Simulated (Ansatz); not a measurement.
# UPBE/3-21G run of BN (boron nitride)

What is the electronic atomisation energy of BN (boron nitride) at UPBE/3-21G? 

Program for the calculation: Ansatz 0.2.0.

66 further runs of the same task are left out: 66 set aside as unsound or not needed.

**1. The molecule**

BN has 2 atoms, charge 0, and is taken as a triplet. As SMILES, `B#N`. The coordinates come from a GFN2-xTB relaxation.

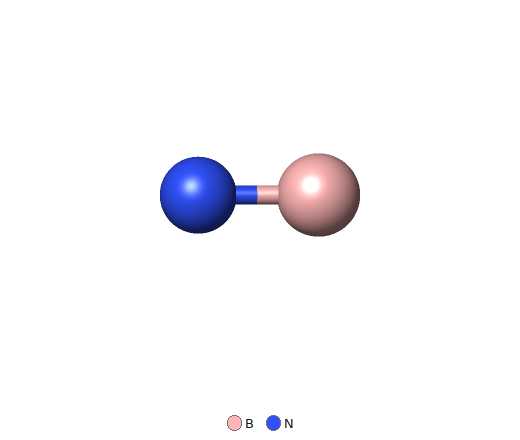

The structure, seen from a chosen angle (boron pink, nitrogen blue).

**2. A single-point energy at UPBE/3-21G**

Input file in.yaml:

```yaml
crystal:
  periodic: [false, false, false]
  atoms:
    - {symbol: B, position_ang: [0.000000, 0.000000, 0.000000]}
    - {symbol: N, position_ang: [0.000000, 0.000000, 1.268430]}
basis:
  gaussian:
    orbitals: 3-21G.json
magnetization:
  spin_polarized: true
  initial_magnetization: 2
hamiltonian:
  xc: {name: PBE}
accuracy: high
```

The basis set 3-21G is read from a file made from the Basis Set Exchange's data (not shown).

Command:

```console
$ ansatz run in.yaml --threads 1 --pin off --max-ram 2610MiB --events-out events.jsonl --progress --plain --runs-dir runs
```

Log:

```text
Warning: RAYON_NUM_THREADS=1 ignored (pool sized by the plan → 1); use --threads N
Functional definition: PBE
  name "PBE"
  parameter kappa = 0.804
  parameter beta = 0.06672455060314922
  exchange = pbe_x(kappa = kappa, mu = beta*pi^2/3)
  correlation = pbe_c(beta = beta)
392 factors; integrals over basis functions are off by at most 3.0e-9 eV
mean field evaluation 1: about -2142.6858 eV, gradient 2.6e1 eV
mean field evaluation 2: about -2106.3677 eV, gradient 7.7e1 eV
mean field evaluation 4: about -2145.7380 eV, gradient 1.3e0 eV
mean field evaluation 8: about -2145.7438 eV, gradient 2.1e-2 eV
mean field evaluation 16: about -2145.7438 eV, gradient 3.8e-7 eV
mean field evaluation 32: about -2144.7870 eV, gradient 3.7e-1 eV
mean field -2145.74380542 eV, -78.8546304119 hartree, gradient 5.9e-9 eV, S^2 2.001582; 6 other end points of the search recorded, 0 dependent functions left out
reference -2145.74380711 eV, -78.8546304740 hartree; 7, 5 occupied and 11, 13 virtual orbitals, 392 factors
Total energy: -2145.74380711 eV, -78.8546304740 hartree
```

Wall time 0.56 s (1 thread of AMD EPYC 9R45 (Zen 5), shared host).

**3. The B atom, same level**

Input file input.yaml:

```yaml
crystal:
  periodic: [false, false, false]
  atoms:
    - {symbol: B, position_ang: [0.000000, 0.000000, 0.000000]}
basis:
  gaussian:
    orbitals: 3-21G.json
magnetization:
  spin_polarized: true
  initial_magnetization: 1
hamiltonian:
  xc: {name: PBE}
accuracy: high
```

The basis set 3-21G is read from a file made from the Basis Set Exchange's data (not shown).

Command:

```console
$ ansatz run input.yaml --threads 1 --pin off --max-ram 2610MiB --events-out events.jsonl --progress --plain --runs-dir runs
```

Log, cut to the lines that bear on the results:

```text
Warning: RAYON_NUM_THREADS=1 ignored (pool sized by the plan → 1); use --threads N
[... 6 set-up lines as earlier in the session ...]
42 factors; integrals over basis functions are off by at most 1.3e-9 eV
mean field evaluation 1: about -665.6909 eV, gradient 1.3e0 eV
mean field evaluation 2: about -665.7030 eV, gradient 4.1e-1 eV
mean field evaluation 4: about -665.7049 eV, gradient 2.1e-2 eV
mean field evaluation 8: about -665.7049 eV, gradient 3.4e-7 eV
mean field evaluation 16: about -665.7049 eV, gradient 1.1e-7 eV
mean field -665.70487552 eV, -24.4642029444 hartree, gradient 3.6e-9 eV, S^2 0.750031; 1 other end points of the search recorded, 0 dependent functions left out
reference -665.70487734 eV, -24.4642030113 hartree; 3, 2 occupied and 6, 7 virtual orbitals, 42 factors
Total energy: -665.70487734 eV, -24.4642030113 hartree
```

Wall time 0.14 s (1 thread of AMD EPYC 9R45 (Zen 5), shared host).

**4. The N atom, same level**

Input file in.yaml:

```yaml
crystal:
  periodic: [false, false, false]
  atoms:
    - {symbol: "N", position_ang: [0.000000, 0.000000, 0.000000]}
basis:
  gaussian: {orbitals: 3-21G.json}
magnetization: {spin_polarized: true, initial_magnetization: 3}
hamiltonian: {xc: {name: PBE}}
accuracy: high
```

The basis set 3-21G is read from a file made from the Basis Set Exchange's data (not shown).

Run the same way, it converges to -54.22142 Eh (log not shown).

**5. Results**

At UPBE/3-21G:

| quantity | value |
| --- | --- |
| molecule: total energy | -78.85463 Eh |
| molecule: ⟨S²⟩ | 2.002 |
| B atom: total energy | -24.46420 Eh |
| B atom: ⟨S²⟩ | 0.750 |
| N atom: total energy | -54.22142 Eh |
| N atom: ⟨S²⟩ | 3.751 |
| electronic atomisation energy | 4.599 eV |

Taking the molecule apart into free atoms costs 4.60 eV (106 kcal/mol), before zero-point energy and without spin-orbit coupling. The basis has no polarisation functions, which makes bonds too weak.
